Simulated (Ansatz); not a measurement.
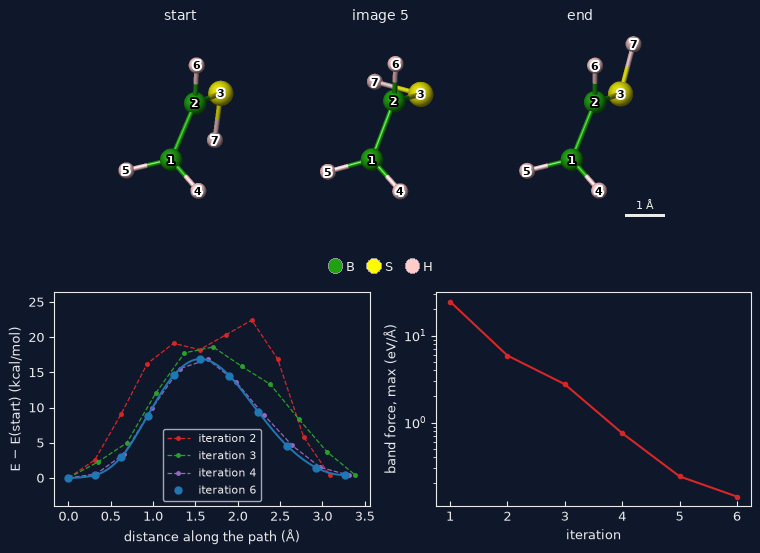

A search for the minimum-energy path of B2H4S by the nudged elastic band. Images are numbered from 0 (start) to 10 (end). The plot follows the band through its iterations. Style: ball-and-stick. Shown from a free direction.

Theory: RHF/def2-SVP (Ansatz 0.2.0). Set-up: 9 movable images; climbing image; force threshold 0.2 eV/Å; iteration limit 60; starting path through a guess of the saddle point.

### Did the band converge, and can the barrier be trusted?

The run is converged, with reservations. The band converged in 6 iterations. The largest component of the band force went from 25 to 0.14 eV/Å. The climbing image converged on the top of the path. Its curvatures weren't checked. The force threshold is loose. The first iteration put the highest image at 108.1 kcal/mol. The highest point, image 5, lies 16.9 kcal/mol above the start and 16.5 kcal/mol above the end; the end is at +0.4 kcal/mol relative to the start.
